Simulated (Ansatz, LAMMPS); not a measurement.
## Amorphous 86SiO2-14Al2O3 (mol %) (92 atoms): geometry optimisation

Aim: bring amorphous 86SiO2-14Al2O3 (mol %) (92 atoms) to a nearby minimum of the energy and see what moves.

Method: Kohn-Sham DFT, PBE, PAW (set soft_2), plane waves, in Ansatz 0.2.0.

### 1. Set-up

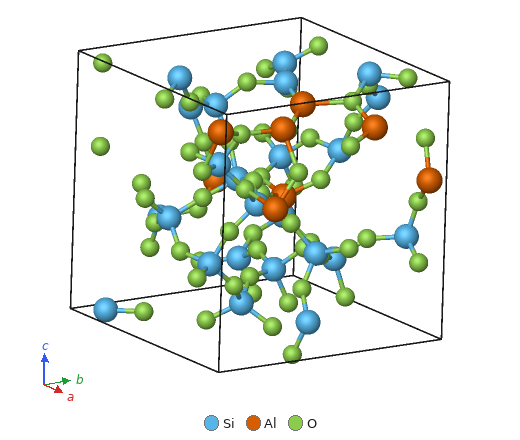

The cell as given, slightly off an axis (silicon blue, aluminium orange, oxygen green). Bonds to atoms that aren't drawn are left out. Some periodic images of atoms are drawn too.

The cell holds 92 atoms: 24 Si, 8 Al and 60 O. Cell: a = 10.943 Å, b = 10.943 Å, c = 10.943 Å, α = 90.0°, β = 90.0°, γ = 90.0°. 92 atoms (24 Si, 8 Al, 60 O) placed at random at 2.34 g/cm³, melted at 5000 K for 10 ps at fixed volume with the Morse and Coulomb pair potential with partial charges (Pedone, Malavasi, Menziani, Cormack and Segre, J. Phys. Chem. B 110, 11780 (2006)). Quenched from 5000 K to 300 K at 50 K/ps and fixed volume, held 5 ps, then minimised at fixed cell.

Before any run, some limits are plain. The quench rate of 50 K/ps is many orders above laboratory rates, so the cell is likely richer in defects and strain than a real sample. The network of bonds at the start is that of the classical potential that made the cell. Only the Γ point is sampled in the main run, in a cell whose shortest periodic width is 11 Å.

### 2. Making the structure

A classical potential makes the cell, at a small fraction of what the same run would cost in DFT.

This step: classical MD, Morse and Coulomb pair potential with partial charges (Pedone, Malavasi, Menziani, Cormack and Segre, J. Phys. Chem. B 110, 11780 (2006)) (LAMMPS 22 Jul 2025 - Update 4).

Input file in.lmp:

```
# melt-quench of Si24Al8O60
units metal
atom_style charge
boundary p p p
region box block 0 10.9431 0 10.9431 0 10.9431
create_box 3 box
mass 1 28.0850   # Si
mass 2 26.9815   # Al
mass 3 15.9990   # O
create_atoms 1 random 24 41489 NULL overlap 1.5 maxtry 2000
create_atoms 2 random 8 41496 NULL overlap 1.5 maxtry 2000
create_atoms 3 random 60 41503 NULL overlap 1.5 maxtry 2000
pair_style hybrid/overlay pedone 5.5 coul/long 8.0
pair_coeff * * coul/long
pair_coeff 1 3 pedone 0.340554 2.006700 2.100000 1   # Si-O
pair_coeff 2 3 pedone 0.361581 1.900442 2.164818 0.9   # Al-O
pair_coeff 3 3 pedone 0.042395 1.379316 3.618701 22   # O-O
set type 1 charge 2.4
set type 2 charge 1.8
set type 3 charge -1.2
kspace_style pppm 1.0e-4
neigh_modify delay 0 every 1 check yes
thermo_style custom step time temp pe press density
thermo_modify norm yes
timestep 0.002
thermo 100
min_style cg
minimize 1e-4 1e-4 200 2000
reset_timestep 0
velocity all create 5000 41490 mom yes dist gaussian
fix lim all nve/limit 0.05
fix lan all langevin 5000 5000 0.2 41491 zero yes
thermo 500
run 1000 post no
# [... 10 lines left out ...]
thermo 1250
fix md all nvt temp 300 300 0.2
run 2500 post no
unfix md
thermo 100
min_style cg
minimize 0 1e-3 2000 20000
write_dump all custom glass.dump id type xs ys zs modify sort id
```

Run with:

```
$ lmp -in in.lmp -log none -nocite
```

Numbers of over 12 decimals in the logs are rounded to 6 here.

What it wrote:

```text
LAMMPS (22 Jul 2025 - Update 4)
Created orthogonal box = (0 0 0) to (10.9431 10.9431 10.9431)
Created 24 atoms
Created 8 atoms
Created 60 atoms
PPPM initialization ...
  G vector (1/distance) = 0.38207446
  grid = 12 12 12
  estimated relative force accuracy = 6.3210083e-05
   Step          Time           Temp          PotEng         Press         Density
         0   0              0             -0.77627213     569788.17      2.3440142
        91   0.182          0             -16.557608     -26097.443      2.3440142
Loop time of 0.0526921 s on 1 MPI rank(s) for 91 steps with 92 atoms
Minimization stats:
  Stopping criterion = energy tolerance
  Energy initial, next-to-last, final =
    -0.776272129180069  -16.5562479270338   -16.557607919039
  Force two-norm initial, final = 331.42567 2.3377518
  Iterations, force evaluations = 91 118
   Step          Time           Temp          PotEng         Press         Density
         0   0              5000          -16.557608      21839.908      2.3440142
       500   1              2187.9628     -16.440834      3930.8184      2.3440142
      1000   2              1678.2968     -16.434603     -31207.196      2.3440142
Loop time of 0.366582 s on 1 MPI rank(s) for 1000 steps with 92 atoms
   Step          Time           Temp          PotEng         Press         Density
[... 2 lines left out ...]
      2499   4.998          5302.3333     -15.846632      12559.91       2.3440142
      3332   6.664          5217.6216     -15.901642     -6713.1954      2.3440142
      4165   8.33           5445.0877     -15.969239     -12635.179      2.3440142
      4998   9.996          4256.6557     -15.842807      28733.376      2.3440142
      5831   11.662         4803.4369     -15.886108      19167.888      2.3440142
[... 1 line left out ...]
Loop time of 1.9179 s on 1 MPI rank(s) for 5000 steps with 92 atoms
   Step          Time           Temp          PotEng         Press         Density
[... 12 lines left out ...]
Loop time of 17.1226 s on 1 MPI rank(s) for 47000 steps with 92 atoms
   Step          Time           Temp          PotEng         Press         Density
[... 2 lines left out ...]
     55000   110            344.16823     -16.763596     -22804.472      2.3440142
     55500   111            279.61797     -16.759551     -26987.133      2.3440142
Loop time of 0.824403 s on 1 MPI rank(s) for 2500 steps with 92 atoms
   Step          Time           Temp          PotEng         Press         Density
     55500   111            279.61797     -16.759551     -26987.133      2.3440142
     55521   111.042        279.61797     -16.803667     -23719.647      2.3440142
Loop time of 0.0295392 s on 1 MPI rank(s) for 21 steps with 92 atoms
Minimization stats:
  Stopping criterion = linesearch alpha is zero
  Energy initial, next-to-last, final =
     -16.7595507902184  -16.8036667816748  -16.8036667816748
  Force two-norm initial, final = 13.033356 0.28743846
  Iterations, force evaluations = 21 73
```

The job ended after 20 s (1 thread of Arm Neoverse V2, shared host; peak memory 0.069 GiB).

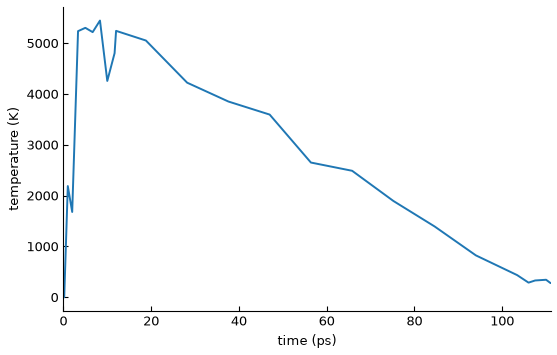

Temperature against time.

### 3. Single point at the start

A single point comes first, to see the forces before anything moves.

Input file input.yaml:

```yaml
crystal:
  lattice:
    - [10.9431, 0.0, 0.0]
    - [0.0, 10.9431, 0.0]
    - [0.0, 0.0, 10.9431]
  atoms:
    - { symbol: Si, position: [0.42417, 0.62411, 0.17749] }
    - { symbol: Si, position: [0.1997, 0.79601, 0.89907] }
    - { symbol: Si, position: [0.72752, 0.82309, 0.98406] }
    - { symbol: Si, position: [0.84888, 0.52447, 0.35694] }
    - { symbol: Si, position: [0.43021, 0.64735, 0.89968] }
    - { symbol: Si, position: [0.77026, 0.1272, 0.73306] }
    - { symbol: Si, position: [0.79161, 0.96894, 0.35142] }
    - { symbol: Si, position: [0.0607, 0.9038, 0.26029] }
    - { symbol: Si, position: [0.31961, 0.41009, 0.81536] }
    - { symbol: Si, position: [0.98948, 0.40332, 0.14031] }
    - { symbol: Si, position: [0.38462, 0.93197, 0.58888] }
    - { symbol: Si, position: [0.56227, 0.38913, 0.11055] }
    - { symbol: Si, position: [0.395, 0.19294, 0.96775] }
    - { symbol: Si, position: [0.66202, 0.73341, 0.26313] }
    - { symbol: Si, position: [0.54118, 0.991, 0.825] }
    - { symbol: Si, position: [0.0608, 0.47226, 0.73604] }
    - { symbol: Si, position: [0.62994, 0.19566, 0.30384] }
    - { symbol: Si, position: [0.14535, 0.82912, 0.51854] }
    - { symbol: Si, position: [0.37684, 0.17634, 0.4219] }
    - { symbol: Si, position: [0.1699, 0.04419, 0.0313] }
    - { symbol: Si, position: [0.718, 0.33917, 0.53884] }
    - { symbol: Si, position: [0.45304, 0.42769, 0.56012] }
    - { symbol: Si, position: [0.14625, 0.65247, 0.1479] }
    - { symbol: Si, position: [0.13269, 0.30038, 0.34957] }
    - { symbol: Al, position: [0.1179, 0.55786, 0.45738] }
    - { symbol: Al, position: [0.91258, 0.03519, 0.90502] }
    - { symbol: Al, position: [0.93662, 0.9666, 0.60482] }
    - { symbol: Al, position: [0.87829, 0.3387, 0.86841] }
    - { symbol: Al, position: [0.98189, 0.24494, 0.59694] }
    - { symbol: Al, position: [0.69058, 0.55142, 0.89276] }
    - { symbol: Al, position: [0.93929, 0.71096, 0.84385] }
    - { symbol: Al, position: [0.38083, 0.68686, 0.44122] }
    - { symbol: O, position: [0.63467, 0.30524, 0.20707] }
    - { symbol: O, position: [0.46911, 0.48607, 0.17765] }
    - { symbol: O, position: [0.40996, 0.30316, 0.49289] }
    - { symbol: O, position: [0.07422, 0.52792, 0.1342] }
    - { symbol: O, position: [0.59797, 0.40179, 0.59128] }
    - { symbol: O, position: [0.17774, 0.43717, 0.81286] }
    - { symbol: O, position: [0.42742, 0.8208, 0.50075] }
    - { symbol: O, position: [0.01786, 0.09966, 0.62058] }
    - { symbol: O, position: [0.17343, 0.70165, 0.0123] }
    - { symbol: O, position: [0.88445, 0.44189, 0.23915] }
    - { symbol: O, position: [0.27521, 0.14482, 0.0374] }
    - { symbol: O, position: [0.4583, 0.9413, 0.71535] }
    - { symbol: O, position: [0.74203, 0.61879, 0.31061] }
    - { symbol: O, position: [0.43201, 0.54919, 0.4819] }
    - { symbol: O, position: [0.28316, 0.64301, 0.21537] }
    - { symbol: O, position: [0.37765, 0.43915, 0.68437] }
    - { symbol: O, position: [0.7932, 0.23324, 0.62935] }
    - { symbol: O, position: [0.44133, 0.68315, 0.04402] }
    - { symbol: O, position: [0.38471, 0.06093, 0.51491] }
    - { symbol: O, position: [0.79462, 0.70481, 0.90981] }
    - { symbol: O, position: [0.51299, 0.69822, 0.27302] }
    - { symbol: O, position: [0.80285, 0.43909, 0.47318] }
    - { symbol: O, position: [0.48643, 0.15821, 0.32233] }
    - { symbol: O, position: [0.12532, 0.98819, 0.16054] }
    - { symbol: O, position: [0.09921, 0.51096, 0.60462] }
    - { symbol: O, position: [0.98338, 0.57422, 0.80012] }
    - { symbol: O, position: [0.63795, 0.08419, 0.75426] }
    - { symbol: O, position: [0.1789, 0.4389, 0.37476] }
    - { symbol: O, position: [0.92123, 0.9399, 0.28512] }
    - { symbol: O, position: [0.22895, 0.92622, 0.95598] }
    - { symbol: O, position: [0.64268, 0.47821, 0.02762] }
    - { symbol: O, position: [0.69031, 0.7701, 0.1171] }
    - { symbol: O, position: [0.56234, 0.63294, 0.84455] }
    - { symbol: O, position: [0.37765, 0.5088, 0.9065] }
    - { symbol: O, position: [0.24302, 0.20404, 0.36663] }
    - { symbol: O, position: [0.03007, 0.2821, 0.45601] }
    - { symbol: O, position: [0.83159, 0.18161, 0.85876] }
    - { symbol: O, position: [0.942, 0.36911, 0.00801] }
    - { symbol: O, position: [0.34842, 0.27338, 0.85258] }
    - { symbol: O, position: [0.82588, 0.9935, 0.49184] }
    - { symbol: O, position: [0.76624, 0.43622, 0.82407] }
    - { symbol: O, position: [0.06934, 0.30214, 0.21536] }
    - { symbol: O, position: [0.83774, 0.92155, 0.98317] }
    - { symbol: O, position: [0.24223, 0.89186, 0.60704] }
    - { symbol: O, position: [0.98385, 0.34293, 0.72718] }
    - { symbol: O, position: [0.07255, 0.76319, 0.21016] }
    [... 8 atom lines left out ...]
    - { symbol: O, position: [0.97322, 0.58909, 0.39849] }
    - { symbol: O, position: [0.1309, 0.90171, 0.3907] }
    - { symbol: O, position: [0.48259, 0.28704, 0.03834] }
    - { symbol: O, position: [0.04976, 0.0769, 0.95472] }
    - { symbol: O, position: [0.67176, 0.25148, 0.43287] }
    - { symbol: O, position: [0.21056, 0.69668, 0.47312] }
kpoints:
  mp_grid: { grid: [1, 1, 1] }
hamiltonian:
  xc: pbe
scf:
  occupations: { method: fermi_dirac, width: 0.025 }
output:
  forces: true
```

Run with:

```
$ ansatz run input.yaml --threads 4 --pin off --max-ram 8192MiB --backend cpu --events-out ev --progress --plain --runs-dir out
```

What it wrote:

```text
Engine: ansatz 0.2.0, aarch64-unknown-linux-gnu
Pseudopotentials: kind: paw
Pseudopotential: Si, paw, valence charge 4, recommended cutoff 420 eV (normal), Si.paw.azcp
Pseudopotential: Al, paw, valence charge 3, recommended cutoff 420 eV (normal), Al.paw.azcp
Pseudopotential: O, paw, valence charge 6, recommended cutoff 420 eV (normal), O.paw.azcp
[... 5 lines on functional and potentials left out ...]
Crystal: 92 atoms, lattice volume = 1310.452 Å³
Basis set: ecut = 420 eV, 25677 PW (Γ), exchange–correlation on 150×150×150 points (8 copies of the dense FFT grid, shifted against one another)
Bands: 332, of which v1, the nominal top of the filled ones, is band 240 counted from 1 (239 counted from 0)
Symmetry: 1 space group operations
Space group: P1 (ITA 1), of the structure as read, at distance tolerance 1.1e-4 Å
k-points: 1
[... 7 lines on functional and potentials left out ...]
Initial density: superposition of atomic densities (neutral atoms: chi_scale 0, normalization atom), corrected by the library's trained network
Initial wavefunctions: pseudopotential atomic-orbital guess
Functional: x = pbe(κ = 0.804, μ = 0.219515), c = pbe(β = 0.066725)
SCF iter   1: F=—  HF=-53702.338301 eV  |F-HF|=—  |Δ(HF+E_count)|=         —  Δρ=2.24e-3  dr2=1.18e-1  ethr=1.77e-3  ⟨swp⟩=6.0  Hψ=1595  notcnv=0  defer=52
preconditioner: auto → Resta (q_TF=auto, 2.308 Å⁻¹)  ε∞=3.0  [insulator: Δε(μ)=3.280 eV  Ē_g=16.034 eV  σ=0.025 eV  W_gap=1.00  n_scr=256 (ndim 8)  ℏωp=22.5 eV  f_vac=0.201  D(μ)=0.00/eV (n_scr^D=0)  ε∞_Penn≈3.0]
SCF iter   2: F=—  HF=-53702.329467 eV  |F-HF|=—  |Δ(HF+E_count)|=   8.83e-3  Δρ=1.15e-3  dr2=3.02e-2  ethr=2.45e-5  ⟨swp⟩=2.0  Hψ=546  notcnv=0  defer=88
SCF iter   3: F=—  HF=-53702.328216 eV  |F-HF|=—  |Δ(HF+E_count)|=   1.25e-3  Δρ=5.97e-4  dr2=6.99e-3  ethr=6.30e-6  ⟨swp⟩=2.0  Hψ=428  notcnv=0  defer=34
automatic band count: iteration 3 solves 278 bands in place of 332: the levels show a gap, and the empty bands left out lie too high to hold charge; the band table lists the bands solved (type scf.n_extra_bands for more)
SCF iter   4: F=—  HF=-53702.326974 eV  |F-HF|=—  |Δ(HF+E_count)|=   1.24e-3  Δρ=1.94e-4  dr2=6.34e-4  ethr=1.46e-6  ⟨swp⟩=2.0  Hψ=485  notcnv=0  defer=34
SCF iter   5: F=—  HF=-53702.326953 eV  |F-HF|=—  |Δ(HF+E_count)|=   2.13e-5  Δρ=1.09e-4  dr2=1.30e-4  ethr=1.32e-7  ⟨swp⟩=2.0  Hψ=481  notcnv=0  defer=34
SCF iter   6: F=—  HF=-53702.326971 eV  |F-HF|=—  |Δ(HF+E_count)|=   1.78e-5  Δρ=3.38e-5  dr2=1.30e-5  ethr=2.71e-8  ⟨swp⟩=2.0  Hψ=483  notcnv=0  defer=34
SCF iter   7: F=—  HF=-53702.325217 eV  |F-HF|=—  |Δ(HF+E_count)|=   1.75e-3  Δρ=1.11e-5  dr2=1.69e-6  ethr=2.71e-9  ⟨swp⟩=2.0  Hψ=518  notcnv=0  defer=34
SCF iter   8: F=—  HF=-53702.325218 eV  |F-HF|=—  |Δ(HF+E_count)|=   9.72e-7  Δρ=7.55e-6  dr2=6.00e-7  ethr=3.52e-10  ⟨swp⟩=2.0  Hψ=484  notcnv=0  defer=34
SCF iter   9: F=-53702.325218 eV  HF=-53702.325218 eV  |F-HF|=9.49e-9  |Δ(HF+E_count)|=   7.54e-8  Δρ=1.50e-6  dr2=3.06e-8  ethr=2.08e-11  ⟨swp⟩=3.0  Hψ=1015  notcnv=0
SCF 1 converged in 9 iterations: F = -53702.325218 eV  dr2 = 3.06e-8
  greatest PAW one-centre occupation: 0.866 electrons in one spin orbital (limit 2), on the O atom at site 37 (counted from 0), in its partial waves of l = 0
SCF converged after 9 iterations
Free energy (F): -53702.325218 eV
Harris-Foulkes:  -53702.325218 eV  (|F-HF|=9.49e-9)
Internal energy: -53702.325218 eV  (E = F + TS)
E sigma→0 (E₀):  -53702.325218 eV
Fermi energy:    4.274402 eV
--- Per-component energies (eV) ---
  E_band       = -2439.258815
  E_kinetic    = 12002.062793
  E_local      = -35193.672883  (includes V_loc(G=0)·N_el)
  E_nonlocal   = 3542.281118
  E_hartree    = 13291.045975
  E_xc         = -6113.592324
  E_vxc        = -7061.620119  (∫ρ·V_xc dr)
  E_paw        = -25598.927537  (= ΣΔE_a)
  E_vpaw       = -2310.554859  (= ΣTr[D̂ρ^β])
  E_aug_tail   = 0.154642  (compensation charges beyond the density's cutoff)
  E_ewald      = -15631.677001
  E_smearing   = -0.000000  (= −TS)
  E_closure    = 0.000000  (closes the sum)
  Σ components = -53702.325218   (vs F -53702.325218, Δ=0.00e0)
--- Forces (eV/Å), atoms counted from 1 ---
  atom   1  Si     0.26698106    -0.61855778    -2.42046626
  atom   2  Si    -0.27531537    -1.20700728     1.88340389
  atom   3  Si     0.24849571     0.96446571     0.13164914
  atom   4  Si     1.37452511    -0.13823724    -0.19038153
  atom   5  Si    -1.08607452    -1.14268109     1.17114565
  atom   6  Si     1.29474568    -0.60237707     0.05808965
  atom   7  Si     0.83480416     0.08588625     0.76924465
  atom   8  Si     0.21897812    -1.30207640     0.42636645
  atom   9  Si     0.65803539     1.07386505    -0.30235657
  atom  10  Si     0.36513865     1.04670578     1.80572322
  atom  11  Si    -0.74974436    -0.21968331    -1.72947206
  atom  12  Si    -0.42612741     0.95111802    -0.72135050
  atom  13  Si     0.29286914     1.15881835    -0.56095863
  atom  14  Si     0.99477132    -0.33658350    -1.15902048
[...]
atom  91  O      0.17530710    -0.58223530     0.10573550
  atom  92  O      0.37914627    -0.62490101    -0.23428312
  max |Σ_I F_I| component: 1.61e-5 eV/Å
```

The job ended after 11 s (4 threads of Arm Neoverse V2, shared host; peak memory 1.5 GiB).

Reading the cycles: dr2 is the Hartree energy of the density residual (eV), the measure of convergence; HF is the Harris–Foulkes estimate of the energy, which meets the free energy F at convergence.

Numbers from this run:

| Item | Value |
| --- | --- |
| free energy | -53702.3252 eV |
| free energy per atom | -583.7209 eV/atom |
| SCF cycles | 9 |
| r.m.s. force component | 0.7558 eV/Å |
| longest force | 2.52 eV/Å |
| Fermi energy | 4.274 eV |

The r.m.s. force component of 0.76 eV/Å sets the starting point.

Neighbours are counted within 2.08 Å (O-Si), 2.23 Å (O-Al).

Length of the force by element and coordination:

```tsv
element	coordination	atoms	mean length of the force (eV/Å)	spread	least	most
Al	all	8	1.02	0.322	0.585	1.53
Al	3	2	0.872	0.0619	0.810	0.934
Al	4	6	1.06	0.358	0.585	1.53
O	all	60	1.06	0.447	0.120	2.35
O	2	54	1.05	0.464	0.120	2.35
O	3	6	1.11	0.240	0.768	1.43
Si	all	24	1.65	0.429	1.00	2.52
```

(Continued in part 2 of 4.)

[Logs are printed without paths, hosts, clocks, repeated set-up lines and the standing remarks that a program may print on its own settings, such as how far it seeks lower states.]

[Hosts, paths, dates, database ids (printed as entryN), source tags and the programs' standing remarks are cut or masked in the printed files.]
